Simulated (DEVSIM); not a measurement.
Device: double heterostructure, Ge between p- and n-type Si, at 300 K.

```
layer (left to right)  material  thickness (μm)  Nd (cm⁻³)  Na (cm⁻³)  τn (s)  τp (s)
---------------------  --------  --------------  ---------  ---------  ------  ------
1                            Si           0.340          -     1.5e18  1.8e-6  1.8e-6
2                            Ge          0.0350     1.5e15          -  1.8e-6  1.8e-6
3                            Si           0.330     4.7e17          -  1.8e-6  1.8e-6
```

Left contact: ohmic. Right contact: ohmic. Voltage is applied to the left contact. Recombination: SRH at mid-gap, radiative. Mobility is constant in doping.

This is a model device: material constants are rounded textbook-type values typed into the input, and sizes, dopings and lifetimes were drawn at random. Values at 300 K.

```csv
parameter,Si,Ge
gap (eV),1.124,0.664
affinity (eV),4.05,4
permittivity,11.7,16
Nc (cm⁻³),2.86e19,1.04e19
Nv (cm⁻³),3.1e19,6e18
μn (cm²/Vs),1417,3900
μp (cm²/Vs),470,1900
B (cm³/s),4.7e-15,6.4e-14
```

DEVSIM, 1D drift-diffusion, Boltzmann statistics, complete ionisation; no tunnelling, impact ionisation, image-force lowering or self-heating. Band offsets follow the typed affinities; no thermionic-emission limit at abrupt steps, no polarisation charge.

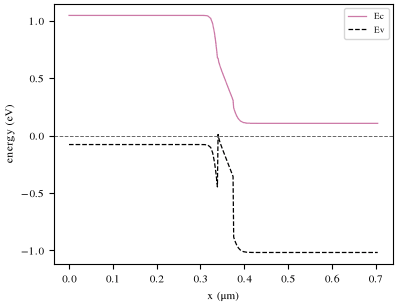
Figure: Band edges at zero bias

Energies count from the Fermi level of the right contact; mesh points crowd at the junctions.

```json
[
 {"x (μm)": "0.000", "Ec (eV)": "1.046", "Ev (eV)": "-0.078", "n (cm⁻³)": "< 1e2", "p (cm⁻³)": "1.5e18", "field (V/cm)": "≈ 0"},
 {"x (μm)": "0.005558", "Ec (eV)": "1.046", "Ev (eV)": "-0.078", "n (cm⁻³)": "< 1e2", "p (cm⁻³)": "1.5e18", "field (V/cm)": "≈ 0"},
 {"x (μm)": "0.01826", "Ec (eV)": "1.046", "Ev (eV)": "-0.078", "n (cm⁻³)": "< 1e2", "p (cm⁻³)": "1.5e18", "field (V/cm)": "≈ 0"},
 {"x (μm)": "0.04435", "Ec (eV)": "1.046", "Ev (eV)": "-0.078", "n (cm⁻³)": "< 1e2", "p (cm⁻³)": "1.5e18", "field (V/cm)": "≈ 0"},
 {"x (μm)": "0.1333", "Ec (eV)": "1.046", "Ev (eV)": "-0.078", "n (cm⁻³)": "< 1e2", "p (cm⁻³)": "1.5e18", "field (V/cm)": "≈ 0"},
 {"x (μm)": "0.2445", "Ec (eV)": "1.046", "Ev (eV)": "-0.078", "n (cm⁻³)": "< 1e2", "p (cm⁻³)": "1.5e18", "field (V/cm)": "≈ 0"},
 {"x (μm)": "0.2977", "Ec (eV)": "1.046", "Ev (eV)": "-0.078", "n (cm⁻³)": "< 1e2", "p (cm⁻³)": "1.5e18", "field (V/cm)": "-41"},
 {"x (μm)": "0.3281", "Ec (eV)": "0.974", "Ev (eV)": "-0.150", "n (cm⁻³)": "1300", "p (cm⁻³)": "9.2e16", "field (V/cm)": "-150000"},
 {"x (μm)": "0.3373", "Ec (eV)": "0.739", "Ev (eV)": "-0.385", "n (cm⁻³)": "1.1e7", "p (cm⁻³)": "1.0e13", "field (V/cm)": "-360000"},
 {"x (μm)": "0.3418", "Ec (eV)": "0.646", "Ev (eV)": "-0.018", "n (cm⁻³)": "1.5e8", "p (cm⁻³)": "3.0e18", "field (V/cm)": "-170000"},
 {"x (μm)": "0.3486", "Ec (eV)": "0.565", "Ev (eV)": "-0.099", "n (cm⁻³)": "3.3e9", "p (cm⁻³)": "1.3e17", "field (V/cm)": "-100000"},
 {"x (μm)": "0.3637", "Ec (eV)": "0.416", "Ev (eV)": "-0.248", "n (cm⁻³)": "1.1e12", "p (cm⁻³)": "4.1e14", "field (V/cm)": "-98000"},
 {"x (μm)": "0.3714", "Ec (eV)": "0.340", "Ev (eV)": "-0.324", "n (cm⁻³)": "2.0e13", "p (cm⁻³)": "2.2e13", "field (V/cm)": "-98000"},
 {"x (μm)": "0.3761", "Ec (eV)": "0.240", "Ev (eV)": "-0.884", "n (cm⁻³)": "2.6e15", "p (cm⁻³)": "44000", "field (V/cm)": "-130000"},
 {"x (μm)": "0.3870", "Ec (eV)": "0.145", "Ev (eV)": "-0.979", "n (cm⁻³)": "1.0e17", "p (cm⁻³)": "1100", "field (V/cm)": "-52000"},
 {"x (μm)": "0.4059", "Ec (eV)": "0.108", "Ev (eV)": "-1.016", "n (cm⁻³)": "4.3e17", "p (cm⁻³)": "270", "field (V/cm)": "-3400"},
 {"x (μm)": "0.4492", "Ec (eV)": "0.106", "Ev (eV)": "-1.018", "n (cm⁻³)": "4.7e17", "p (cm⁻³)": "250", "field (V/cm)": "≈ 0"},
 {"x (μm)": "0.5382", "Ec (eV)": "0.106", "Ev (eV)": "-1.018", "n (cm⁻³)": "4.7e17", "p (cm⁻³)": "250", "field (V/cm)": "≈ 0"},
 {"x (μm)": "0.6468", "Ec (eV)": "0.106", "Ev (eV)": "-1.018", "n (cm⁻³)": "4.7e17", "p (cm⁻³)": "250", "field (V/cm)": "≈ 0"},
 {"x (μm)": "0.6814", "Ec (eV)": "0.106", "Ev (eV)": "-1.018", "n (cm⁻³)": "4.7e17", "p (cm⁻³)": "250", "field (V/cm)": "≈ 0"},
 {"x (μm)": "0.6965", "Ec (eV)": "0.106", "Ev (eV)": "-1.018", "n (cm⁻³)": "4.7e17", "p (cm⁻³)": "250", "field (V/cm)": "≈ 0"},
 {"x (μm)": "0.7050", "Ec (eV)": "0.106", "Ev (eV)": "-1.018", "n (cm⁻³)": "4.7e17", "p (cm⁻³)": "250", "field (V/cm)": "≈ 0"}
]
```
